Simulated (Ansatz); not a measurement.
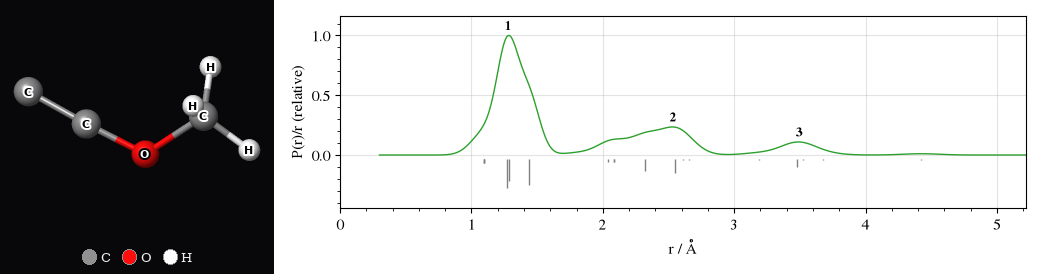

Simulated gas electron diffraction: radial distribution curve of C3H3O (spin multiplicity 2). Each pair of atoms contributes with weight ZᵢZⱼ/r (bars below the curve); damping constant 0.002 Å²; vibrational amplitudes assumed, not computed: 0.05 Å for bonds, 0.078 Å for bonds to H, 0.06 + 0.015 r up to 0.15 Å for other pairs. The geometry is the end point of an optimisation (UKS PBE0-D4/def2-SVP in Ansatz 0.2.0); it may be a saddle point or a higher isomer.

Question: Which pairs of atoms lie under the numbered peaks? Mark bonded pairs by – and others by ···.

Answer: Peak 1, 1.28 Å: C–H 1.10 Å (×3), O–C 1.27–1.44 Å (×2), C–C 1.29 Å, not resolved
Peak 2, 2.53 Å: C···C 2.32 Å, O···C 2.55 Å, C···H 2.61–2.65 Å (×2), not resolved; in its flanks O···H 2.04–2.08 Å
Peak 3, 3.49 Å: C···C 3.48 Å, C···H 3.53–3.68 Å (×2), not resolved; in its flanks C···H 3.19 Å
